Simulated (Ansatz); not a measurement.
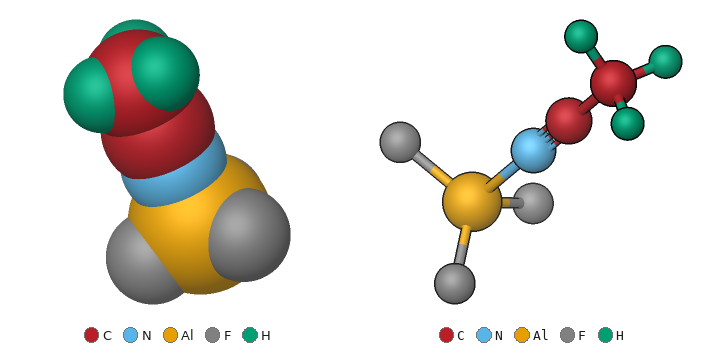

Two views of one molecule.

The computed structure is the end point of a PBE0-D4/def2-TZVP optimisation.

What is the molecular formula?

Answer. C₂H₃AlF₃N, 10 atoms: 2 carbon, 3 hydrogen, 1 aluminium, 3 fluorine and 1 nitrogen.

Write the SMILES.

Answer. CC#[N+][Al-]([F])([F])[F]

The parts below concern this one geometry. Atoms keep their numbers from picture to picture.

## Vibrations

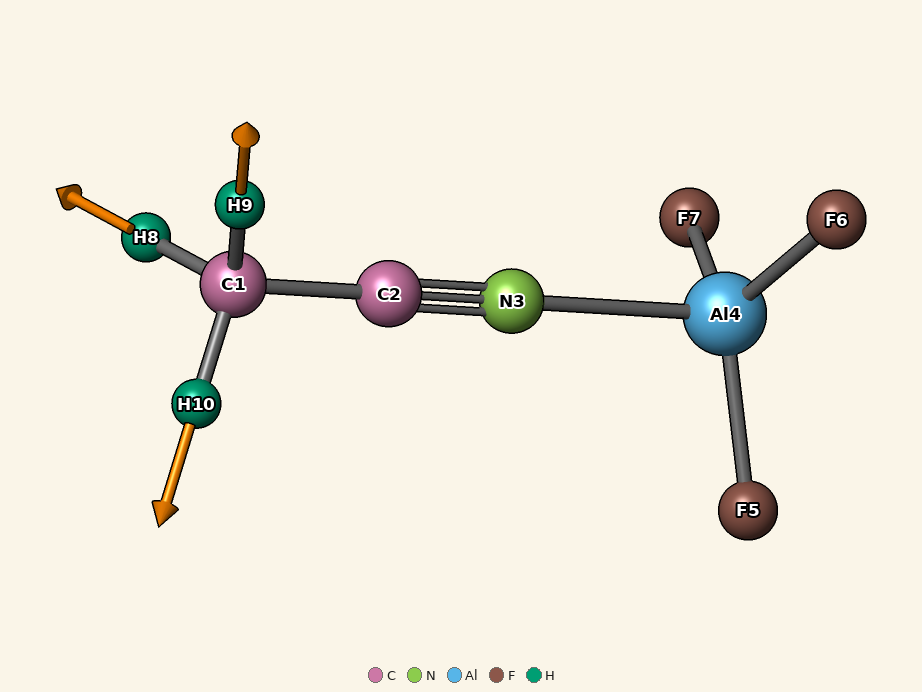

The arrows show one normal mode. Harmonic vibrations computed with RKS PBE0-D4/def2-TZVP (Ansatz 0.2.0) at a stationary point of the same level.

Describe the motion.

Answer. Mostly in-phase stretching of 3 C–H bonds.

Estimate its harmonic wavenumber.

Answer. 3072 cm⁻¹; it is mode 22 of 24 counted from the lowest.

## Levels of theory compared

Program: Ansatz 0.2.0.

At this fixed geometry, give HOMO energy (eV), vertical IP (eV) at these levels: B3LYP-D4/def2-TZVPP; PBE-D4/def2-TZVPP; PBE0-D4/def2-TZVPP; r2SCAN-D4/def2-TZVPP; ωB97M-V/def2-TZVPP; ωB97X-V/def2-TZVPP.

```
               level  HOMO energy (eV)  vertical IP (eV)
 B3LYP-D4/def2-TZVPP             −9.68             12.37
   PBE-D4/def2-TZVPP             −7.93             11.54
  PBE0-D4/def2-TZVPP             −9.99             12.42
r2SCAN-D4/def2-TZVPP             −8.41             11.86
  ωB97M-V/def2-TZVPP            −12.53             12.88
  ωB97X-V/def2-TZVPP            −12.55             12.89
```

## Charges

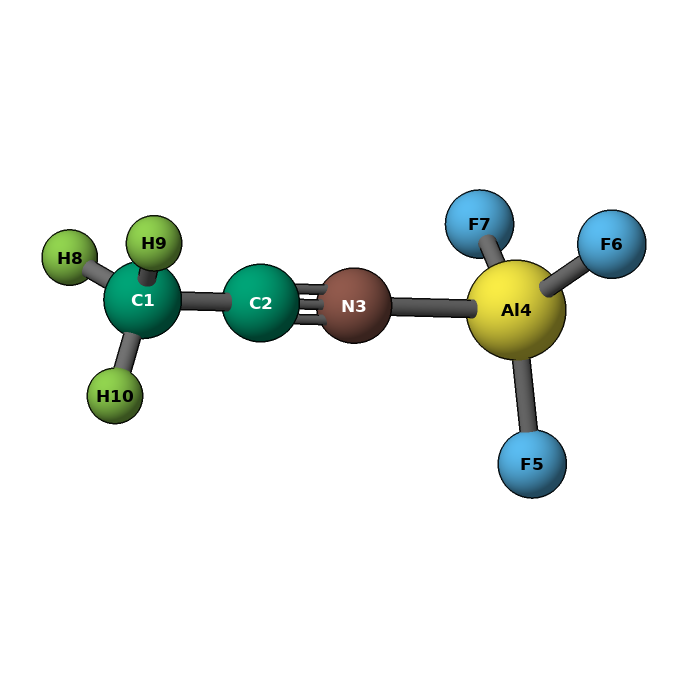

The questions are on Mulliken charges. Method: RKS PBE0-D4/def2-TZVP (Ansatz 0.2.0).

Give the Mulliken charges atom by atom.

| atom | value (e) |
| --- | --- |
| C1 | −0.24 |
| C2 | −0.05 |
| N3 | 0.12 |
| Al4 | 0.72 |
| F5 | −0.38 |
| F6 | −0.38 |
| F7 | −0.38 |
| H8 | 0.19 |
| H9 | 0.19 |
| H10 | 0.19 |

Mulliken values depend strongly on the basis set and can even reverse the polarity of a bond.
